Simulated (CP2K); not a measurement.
Band structure of SrVO3 (Pm-3m, 5 atoms in the cell).

```
SrVO3
1.0
    3.78432     0.00000     0.00000
    0.00000     3.78432     0.00000
    0.00000     0.00000     3.78432
Sr V O
1 1 3
Direct
  0.00000   0.00000   0.00000
  0.50000   0.50000   0.50000
  0.50000   0.00000   0.50000
  0.00000   0.50000   0.50000
  0.50000   0.50000   0.00000
```

Method: PBE, GPW, DZVP-MOLOPT-SR-GTH basis, GTH-PBE potentials (GTH_POTENTIALS) (CP2K).

Settings: CUTOFF = 600 Ry; REL_CUTOFF = 40 Ry; SMEAR/METHOD = FERMI_DIRAC; ELECTRONIC_TEMPERATURE = 1160.45 K; KPOINTS/SCHEME = MONKHORST-PACK 9 9 9; XC_FUNCTIONAL = PBE; Sr/BASIS_SET = DZVP-MOLOPT-SR-GTH-q10; Sr/POTENTIAL = GTH-PBE-q10; V/BASIS_SET = DZVP-MOLOPT-SR-GTH-q13; V/POTENTIAL = GTH-PBE-q13; O/BASIS_SET = DZVP-MOLOPT-SR-GTH-q6; O/POTENTIAL = GTH-PBE-q6; METHOD = GPW; EPS_DEFAULT = 1e-10.

The starting cell has typed, rounded lattice constants, without a prior relaxation at this level. Its lattice was rescaled by a random factor within 2.5 % of one. Spin polarisation is off; with an odd number of electrons in the cell that forces a metal, and a magnetic state may lie lower. Values carry the incompleteness of an atom-centred basis.

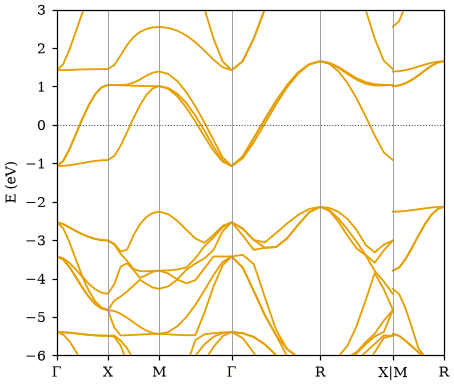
*Bands along the path, energies from the Fermi level.*

Levels in eV from the Fermi level, bands 17 to 22:
| point | 17 | 18 | 19 | 20 | 21 | 22 |
|---|---|---|---|---|---|---|
| Γ | -3.43 | -2.53 | -2.53 | -2.53 | -1.07 | -1.07 |
| X | -4.81 | -4.40 | -3.01 | -3.01 | -0.92 | 1.04 |
| M | -4.27 | -3.79 | -3.79 | -2.26 | 1.01 | 1.01 |
| R | -6.20 | -2.13 | -2.13 | -2.13 | 1.65 | 1.65 |

Bands cross the Fermi level along this path, so the cell is metallic at this level.

Higher empty bands are left out: an atom-centred basis made for the valence describes them poorly.
